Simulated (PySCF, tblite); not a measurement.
# C5H12Si3: geometry, infrared bands and NMR shifts

What infrared bands and NMR shifts should C5H12Si3 (`C[Si@@H]1C[SiH2][C@H]1C#C[SiH3]`) show?

The runs use tblite 0.8.0 and PySCF 2.14.0, with density-fitted response routines of our own; the level of theory stands in each step. All values are computed, except where a source is named. Atoms are numbered from 0 throughout.

### Step 1. Starting geometry

20 atoms, charge 0, multiplicity 1; geometry from: force field or distance geometry start.

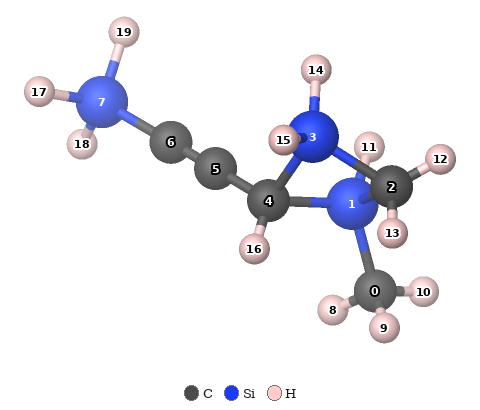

The starting geometry (carbon dark grey, silicon blue, hydrogen pink), atoms numbered.

### Step 2. Geometry optimisation with GFN2-xTB

Job settings and geometry (Å):

```
{"job": {"kind": "relax", "xc": "GFN2-xTB", "basis": "xTB"}, "charge": 0, "multiplicity": 1}
C     -2.167600     1.935700    -0.097300
Si    -1.278600     0.418100    -0.670700
C     -2.359100    -1.114400    -0.430600
Si    -0.775800    -1.989200    -0.067400
C     -0.193000    -0.339900     0.638300
C      1.221800    -0.074600     0.353300
C      2.395900     0.131600     0.141100
Si     4.191100     0.414900    -0.157800
H     -1.414500     2.657500     0.271600
H     -2.906000     1.723000     0.712400
H     -2.753200     2.423100    -0.906000
H     -0.787300     0.427200    -2.033000
H     -2.911100    -1.389500    -1.330400
H     -2.984900    -1.077200     0.501100
H     -0.058800    -2.279500    -1.302200
H     -0.794900    -3.012800     0.978200
H     -0.528100    -0.143500     1.661300
H      5.010000    -0.378800     0.799400
H      4.555100     1.807800     0.010500
H      4.533900    -0.128800    -1.484200
```

Run with:

```
$ OMP_NUM_THREADS=1 python probes_run.py task.json out
```

The driver reads the jobs from task.json and runs them one after another.

The program printed:

```text
step      E/eV     max force
  0    -595.38796    2.609
  1    -595.61440    1.773
  2    -595.65238    4.058
  3    -595.75742    0.779
  4    -595.81698    0.950
  5    -595.88869    1.020
  6    -595.91160    0.442
  7    -595.93113    0.504
  8    -595.95054    0.793
  9    -595.97512    0.730
 10    -595.99102    0.425
 11    -596.00023    0.273
 12    -596.00821    0.395
 13    -596.01600    0.427
 14    -596.02372    0.282
 15    -596.02944    0.231
 16    -596.03305    0.147
 17    -596.03597    0.217
 18    -596.03923    0.210
 19    -596.04306    0.197
 20    -596.04708    0.188
 21    -596.05055    0.160
 22    -596.05324    0.112
 23    -596.05547    0.109
 24    -596.05751    0.137
 25    -596.05939    0.116
 26    -596.06102    0.082
 27    -596.06250    0.090
 28    -596.06406    0.108
 29    -596.06585    0.144
 30    -596.06762    0.125
 31    -596.06910    0.091
 32    -596.07040    0.082
 33    -596.07194    0.096
 34    -596.07383    0.127
 35    -596.07558    0.125
 36    -596.07693    0.108
 37    -596.07813    0.093
 38    -596.07963    0.126
 39    -596.08189    0.166
 40    -596.08468    0.183
 41    -596.08718    0.160
 42    -596.08900    0.132
 43    -596.09054    0.139
 44    -596.09215    0.117
 45    -596.09392    0.147
 46    -596.09577    0.152
 47    -596.09747    0.106
 48    -596.09899    0.102
 49    -596.10025    0.127
 50    -596.10161    0.099
 51    -596.10284    0.087
 52    -596.10380    0.066
 53    -596.10444    0.079
 54    -596.10521    0.069
 55    -596.10596    0.082
 56    -596.10668    0.079
 57    -596.10719    0.056
 58    -596.10756    0.049
 59    -596.10789    0.055
 60    -596.10830    0.056
 61    -596.10879    0.063
 62    -596.10925    0.048
 63    -596.10960    0.038
 64    -596.10987    0.040
 65    -596.11018    0.051
 66    -596.11064    0.053
 67    -596.11120    0.066
 68    -596.11167    0.053
 69    -596.11198    0.051
 70    -596.11226    0.040
 71    -596.11261    0.041
 72    -596.11301    0.045
 73    -596.11328    0.033
 74    -596.11350    0.039
 75    -596.11375    0.037
 76    -596.11408    0.043
 77    -596.11443    0.043
 78    -596.11473    0.035
 79    -596.11497    0.031
 80    -596.11521    0.033
 81    -596.11550    0.041
 82    -596.11586    0.054
 83    -596.11628    0.057
 84    -596.11672    0.048
 85    -596.11718    0.047
 86    -596.11761    0.043
 87    -596.11791    0.039
 88    -596.11812    0.032
 89    -596.11834    0.040
 90    -596.11866    0.042
 91    -596.11915    0.051
 92    -596.11971    0.048
 93    -596.12033    0.057
 94    -596.12083    0.058
 95    -596.12116    0.046
 96    -596.12145    0.043
 97    -596.12182    0.040
 98    -596.12220    0.077
 99    -596.12270    0.062
100    -596.12320    0.033
101    -596.12338    0.027
102    -596.12352    0.023
103    -596.12365    0.022
104    -596.12377    0.021
105    -596.12389    0.022
106    -596.12400    0.033
107    -596.12407    0.045
108    -596.12415    0.028
109    -596.12422    0.021
110    -596.12434    0.017
111    -596.12438    0.015
112    -596.12443    0.016
113    -596.12447    0.017
114    -596.12456    0.026
115    -596.12470    0.030
116    -596.12487    0.027
117    -596.12501    0.022
118    -596.12510    0.020
119    -596.12518    0.022
120    -596.12528    0.030
121    -596.12541    0.033
122    -596.12555    0.028
123    -596.12569    0.032
124    -596.12586    0.033
125    -596.12607    0.041
126    -596.12633    0.043
127    -596.12659    0.031
128    -596.12680    0.030
129    -596.12698    0.035
130    -596.12722    0.037
131    -596.12757    0.041
132    -596.12806    0.049
133    -596.12853    0.051
134    -596.12877    0.033
135    -596.12851    0.095
136    -596.12900    0.016
137    -596.12905    0.018
138    -596.12916    0.021
139    -596.12922    0.019
140    -596.12927    0.025
141    -596.12932    0.018
142    -596.12938    0.020
143    -596.12948    0.016
144    -596.12951    0.013
145    -596.12955    0.012
146    -596.12958    0.013
147    -596.12962    0.017
148    -596.12966    0.016
149    -596.12972    0.015
150    -596.12980    0.017
151    -596.12989    0.028
152    -596.12998    0.032
153    -596.13004    0.026
154    -596.13008    0.012
155    -596.13009    0.015
156    -596.13010    0.008
```

Wall time 2.7 s (1 thread of Arm Neoverse N1, shared host).

The steps of the relaxation: (not every step is listed)

```csv
step,energy from step 0 (eV),largest force (eV/Å)
0,0.0000,2.6093
1,-0.2264,1.7726
2,-0.2644,4.0577
3,-0.3695,0.7795
4,-0.4290,0.9502
5,-0.5007,1.0204
6,-0.5236,0.4424
7,-0.5432,0.5038
8,-0.5626,0.7930
22,-0.6653,0.1117
36,-0.6890,0.1077
50,-0.7137,0.0986
64,-0.7219,0.0404
78,-0.7268,0.0354
92,-0.7318,0.0478
106,-0.7360,0.0332
120,-0.7373,0.0301
134,-0.7408,0.0330
148,-0.7417,0.0159
151,-0.7419,0.0281
152,-0.7420,0.0324
153,-0.7421,0.0262
154,-0.7421,0.0122
155,-0.7421,0.0154
156,-0.7421,0.0078
```

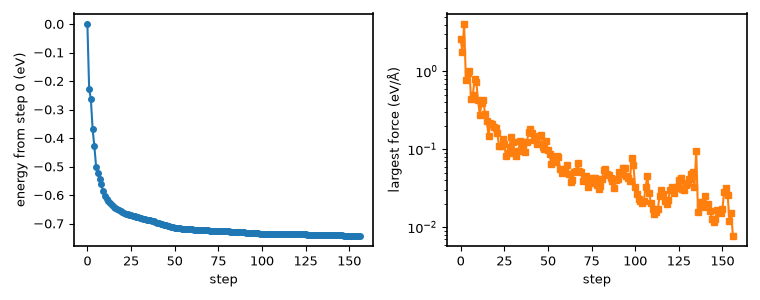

Energy and force, step by step.

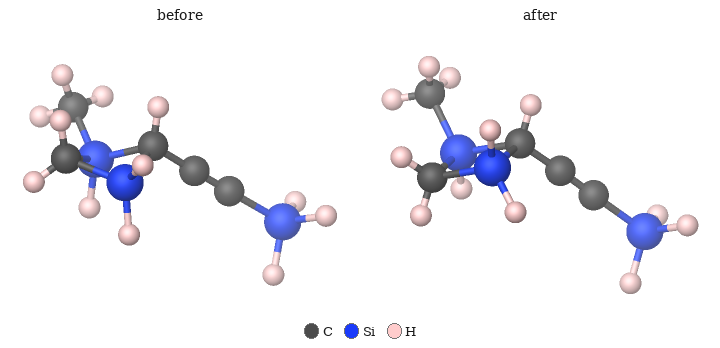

The geometry before (left) and after (right).

Distances of close pairs at the start and the end, largest changes first:

```csv
bond,before (Å),after (Å),change (Å)
Si1–C4,1.862,1.942,+0.080
C2–Si3,1.845,1.917,+0.072
Si3–C4,1.886,1.938,+0.051
C0–Si1,1.850,1.897,+0.047
C4–C5,1.467,1.426,-0.042
C2–H13,1.123,1.087,-0.036
Si1–C2,1.890,1.922,+0.031
C0–H9,1.116,1.086,-0.030
```

The final coordinates are the input of the step that follows.

### Step 3. Harmonic vibrations with GFN2-xTB

Job settings and geometry (Å):

```
{"job": {"kind": "ir", "xc": "GFN2-xTB", "basis": "xTB"}, "charge": 0, "multiplicity": 1}
C     -2.511478     1.862110     0.185524
Si    -1.287946     0.660535    -0.626275
C     -2.013883    -1.089329    -0.947907
Si    -0.837434    -1.918685     0.317864
C     -0.078059    -0.166814     0.647826
C      1.308836    -0.042374     0.341073
C      2.476892     0.051848     0.042109
Si     4.255320     0.189895    -0.383493
H     -2.015669     2.772833     0.506229
H     -2.984552     1.416392     1.055608
H     -3.296189     2.142045    -0.509808
H     -0.612493     1.276883    -1.773197
H     -1.877725    -1.442651    -1.966023
H     -3.072102    -1.197016    -0.725063
H      0.101052    -2.885022    -0.247184
H     -1.508846    -2.474606     1.497052
H     -0.238528     0.177503     1.671946
H      5.052839    -0.597157     0.566545
H      4.671307     1.597096    -0.321735
H      4.463508    -0.322806    -1.743822
```

The program printed:

```text
mode    cm-1     km/mol
  1     -13.6      0.01
  2      24.7      0.05
  3      59.1      0.15
  4      80.3      0.22
  5     120.6      0.03
  6     138.9      2.17
  7     155.3      2.64
  8     176.4      1.55
  9     205.6      1.07
 10     319.4      0.42
 11     359.2      0.89
 12     381.6      4.13
 13     434.7     17.92
 14     478.8      4.30
 15     534.3     86.57
 16     537.1     90.62
 17     540.8      5.08
 18     586.1     57.42
 19     600.8     50.55
 20     608.6     65.55
 21     657.7    102.76
 22     685.1     16.46
 23     691.5    106.77
 24     714.2    128.54
 25     733.6    198.79
 26     763.6    264.95
 27     785.8     89.39
 28     798.3    207.63
 29     800.2    740.92
 30     801.7    251.56
 31     825.2    171.23
 32     831.7    135.22
 33     930.2      1.42
 34     985.7     58.83
 35    1084.8     61.36
 36    1133.9      4.04
 37    1198.1     67.91
 38    1368.9     14.03
 39    1462.2      4.32
 40    1483.3      0.02
 41    1487.6      0.34
 42    2200.8    424.72
 43    2203.7    445.19
 44    2221.2    330.53
 45    2226.4     12.38
 46    2232.4    795.85
 47    2279.3    179.47
 48    2289.9    566.80
 49    2933.4     42.74
 50    3009.9     36.21
 51    3021.2     16.18
 52    3037.4     26.40
 53    3045.4     30.81
 54    3047.5     17.30
```

Run time: 1.9 s. Hardware: 1 thread of Arm Neoverse N1, shared host.

Which atoms move in the most intense modes:

```csv
cm⁻¹,km/mol,atoms
764,264.9,"H15 36 %, H14 29 %, C0 10 %"
800,740.9,"H19 32 %, H18 28 %, H17 22 %, Si7 10 %"
802,251.6,"H18 50 %, H17 44 %"
2201,424.7,"H17 67 %, H18 23 %"
2204,445.2,"H19 55 %, H18 38 %"
2221,330.5,"H19 31 %, H18 29 %, H17 23 %"
2232,795.9,"H11 56 %, H15 39 %"
2290,566.8,"C5 40 %, C6 36 %, H14 20 %"
```

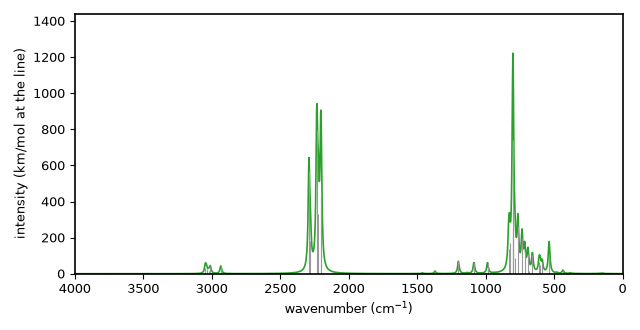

The infrared spectrum from these modes, unscaled. Lines are broadened to a width of 14 cm⁻¹ (Lorentzian).

### Step 4. Shielding tensors: PBE0/pcSseg-1

Settings changed since step 3:

```diff
@@ -1,2 +1,2 @@
-{"job": {"kind": "ir", "xc": "GFN2-xTB", "basis": "xTB"}, "charge": 0, "multiplicity": 1}
+{"job": {"kind": "nmr", "xc": "PBE0", "basis": "pcSseg-1"}, "charge": 0, "multiplicity": 1}
 C     -2.511478     1.862110     0.185524
```

Method: GIAO PBE0/pcSseg-1 NMR shielding, non-relativistic, gas phase.

The program printed:

```text
coarse grid: 17744 points
cycle   1  E = -1065.3797462518  dE =  6.169e-01  |g| = 5.876e-01  |ddm| = 4.273e+00
cycle   2  E = -1065.3508877678  dE =  2.886e-02  |g| = 6.585e-01  |ddm| = 1.366e+00
cycle   3  E = -1065.4678287310  dE = -1.169e-01  |g| = 9.362e-02  |ddm| = 7.910e-01
cycle   4  E = -1065.4690490021  dE = -1.220e-03  |g| = 6.365e-02  |ddm| = 1.256e-01
cycle   5  E = -1065.4700610299  dE = -1.012e-03  |g| = 1.147e-02  |ddm| = 6.072e-02
cycle   6  E = -1065.4700935393  dE = -3.251e-05  |g| = 3.373e-03  |ddm| = 1.482e-02
cycle   7  E = -1065.4700965980  dE = -3.059e-06  |g| = 3.786e-04  |ddm| = 4.093e-03
final grid: 156288 points
cycle   8  E = -1065.5176655173  dE = -2.645e-05  |g| = 7.170e-03  |ddm| = 5.448e-02
cycle   9  E = -1065.5176589676  dE =  6.550e-06  |g| = 8.651e-03  |ddm| = 1.694e-02
cycle  10  E = -1065.5176784127  dE = -1.945e-05  |g| = 1.639e-03  |ddm| = 9.271e-03
cycle  11  E = -1065.5176790564  dE = -6.437e-07  |g| = 4.412e-04  |ddm| = 1.659e-03
cycle  12  E = -1065.5176791011  dE = -4.472e-08  |g| = 9.338e-05  |ddm| = 4.122e-04
cycle  13  E = -1065.5176791032  dE = -2.107e-09  |g| = 2.736e-05  |ddm| = 1.361e-04
cycle  14  E = -1065.5176791034  dE = -1.933e-10  |g| = 4.408e-06  |ddm| = 3.568e-05
converged SCF energy = -1065.5176791034

GIAO shielding tensors (ppm)
atom      isotropic    diamagn.    paramagn.     s11        s22        s33       span
  0 C      186.815     253.578     -66.762    180.219    187.782    192.445     12.226
  1 Si     345.439     881.810    -536.371    308.138    353.958    374.223     66.085
  2 C      190.640     260.534     -69.894    171.810    195.271    204.839     33.029
  3 Si     378.172     881.326    -503.154    339.289    375.056    420.171     80.881
  4 C      175.896     261.379     -85.483    157.445    176.730    193.511     36.066
  5 C       67.658     261.543    -193.886    -40.562    -26.960    270.494    311.056
  6 C      111.505     260.493    -148.988     35.181     50.811    248.524    213.343
  7 Si     450.496     883.020    -432.524    439.358    442.603    469.526     30.168
  8 H       31.194      30.835       0.358     26.635     28.518     38.428     11.793
  9 H       31.381      31.332       0.050     27.061     29.845     37.238     10.178
 10 H       31.382      28.335       3.046     26.983     28.118     39.044     12.061
 11 H       26.551      30.851      -4.301     23.953     25.220     30.479      6.526
 12 H       30.890      31.561      -0.671     26.971     27.591     38.108     11.137
 13 H       31.372      30.738       0.634     27.238     28.458     38.419     11.181
 14 H       26.866      30.036      -3.170     23.830     25.387     31.382      7.552
 15 H       26.696      30.018      -3.322     23.772     24.427     31.889      8.116
 16 H       29.628      32.959      -3.331     24.965     30.029     33.891      8.926
 17 H       27.464      28.955      -1.490     23.830     25.835     32.728      8.898
 18 H       27.479      29.371      -1.893     23.811     25.935     32.689      8.878
 19 H       27.454      29.692      -2.237     23.851     26.145     32.366      8.515
```

It took 82 s on 1 thread of Arm Neoverse N1, shared host; peak memory 0.9 GiB.

Shifts follow as δ = σ(reference) − σ, with reference shieldings (ppm) from runs at the same level and on the same kind of geometry: 1H TMS 31.72, 13C TMS 186.9, 29Si TMS 349.2. The references are single molecules in the gas phase. Atoms listed in one row are averaged.

```csv
atoms,environment,σ (ppm),δ (ppm),δ scaled to CDCl3
C5,alkyne carbon,67.7,119.3,114.5
C6,alkyne carbon,111.5,75.4,71.7
C4,propargylic sp3 CH bonded to 2 Si,175.9,11.0,8.8
C0,methyl carbon bonded to Si,186.8,0.1,-1.8
C2,sp3 CH2 bonded to 2 Si,190.6,-3.7,-5.5
H11,"hydrogen on a silicon bonded to 3 C, in a 4-membered ring",26.55,5.17,–
H15,"hydrogen on a silicon bonded to 2 C, in a 4-membered ring",26.70,5.02,–
H14,"hydrogen on a silicon bonded to 2 C, in a 4-membered ring",26.87,4.85,–
"H17, H18, H19",hydrogen on a silicon bonded to C,27.47,4.25,–
H16,hydrogen on a propargylic sp3 CH bonded to 2 Si,29.63,2.09,2.07
H12,hydrogen on an sp3 CH2 bonded to 2 Si,30.89,0.83,0.89
"H8, H9, H10",hydrogen on a methyl carbon bonded to Si,31.32,0.40,0.48
H13,hydrogen on an sp3 CH2 bonded to 2 Si,31.37,0.35,0.43
Si1,"silicon bonded to 3 C, H, in a 4-membered ring",345.4,3.7,–
Si3,"silicon bonded to 2 C, 2 H, in a 4-membered ring",378.2,-29.0,–
Si7,"silicon bonded to C, 3 H",450.5,-101.3,–
```

The scaled column applies a straight-line fit of computed shieldings to shifts measured in CDCl3 (root-mean-square error 0.16 ppm for H, 1.9 ppm for C).

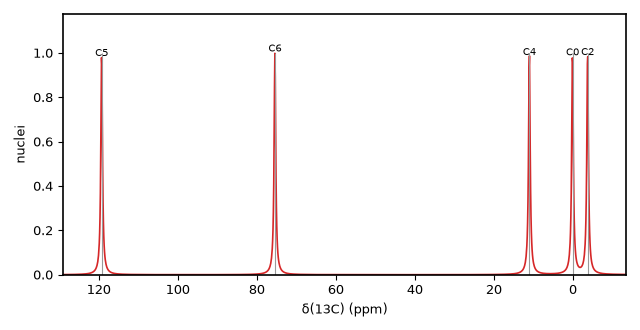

13C lines at the computed shifts, without couplings. Lines are broadened to a width of 0.49 ppm (Lorentzian).

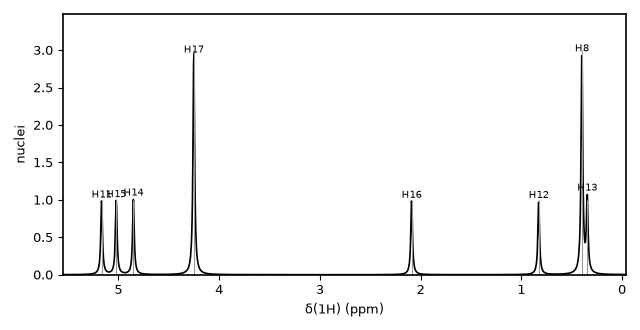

1H lines at the computed shifts, without couplings. Lines are broadened to a width of 0.02 ppm (Lorentzian).

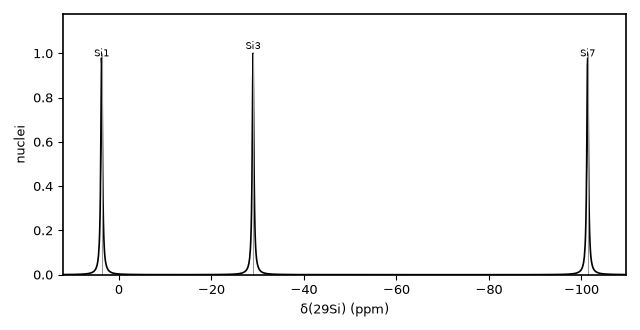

29Si lines at the computed shifts, without couplings. Lines are broadened to a width of 0.42 ppm (Lorentzian).

The run also stored atomic charges by several schemes (e):

```csv
atoms,Mulliken,IAO,Hirshfeld,ESP fit
C0,-0.62,-0.72,-0.21,-0.76
Si1,0.88,0.94,0.40,0.75
C2,-0.84,-0.84,-0.26,-0.66
Si3,0.71,0.78,0.36,0.53
C4,-0.86,-0.67,-0.19,-0.29
C5,0.30,0.01,-0.04,-0.08
C6,-0.55,-0.42,-0.20,-0.30
Si7,0.49,0.63,0.32,0.43
```

Hirshfeld charges:

C0 -0.21; Si1 0.40; C2 -0.26; Si3 0.36; C4 -0.19; C5 -0.04; C6 -0.20; Si7 0.32; H8 0.05; H9 0.05; H10 0.05; H11 -0.07; H12 0.04; H13 0.04; H14 -0.07; H15 -0.07; H16 0.05; H17 -0.08; H18 -0.08; H19 -0.08

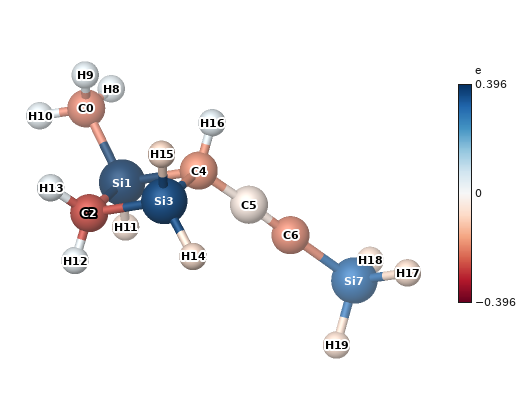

Hirshfeld charges, as colours on the atoms.

Mayer bond orders: C0–Si1 0.99, Si1–C2 0.90, C2–Si3 0.92, Si3–C4 0.82, C4–C5 1.07, C5–C6 2.36, C6–Si7 1.07, C4–Si1 0.80.

Ring of atoms Si1, C2, Si3, C4: NICS(0) 0.2, NICS(1) -0.9, NICS(1)zz 5.1 ppm (means of both faces).

### Step 5. Results

| quantity | value |
| --- | --- |
| strongest single infrared mode (GFN2-xTB) | 2232 cm⁻¹, 796 km/mol |
| zero-point energy (GFN2-xTB) | 86.2 kcal/mol |
| 13C shifts against TMS (PBE0/pcSseg-1) | 119.3, 75.4, 11.0, 0.1, -3.7 ppm |
| 1H shifts against TMS (PBE0/pcSseg-1, means over atoms taken as alike) | 5.17, 5.02, 4.85, 4.25, 2.09, 0.83, 0.40, 0.35 ppm |
| 29Si shifts against TMS (PBE0/pcSseg-1) | 3.7, -29.0, -101.3 ppm |

What this shows: The optimisation took 156 steps and gained 0.742 eV; among the close pairs (by a distance rule), Si1–C4 changed most, from 1.862 to 1.942 Å. The lowest mode is slightly imaginary (14i cm⁻¹), a soft motion within the noise of the Hessian, so the minimum is not strictly shown. The strongest single mode, at 2232 cm⁻¹, moves mainly H11 and H15. GFN2-xTB is a fitted tight-binding method: band positions and strengths are rough. Its intensities can rank the bands wrongly. At PBE0/pcSseg-1: The largest span, 311 ppm, is at C5, where the paramagnetic term is -194 ppm.
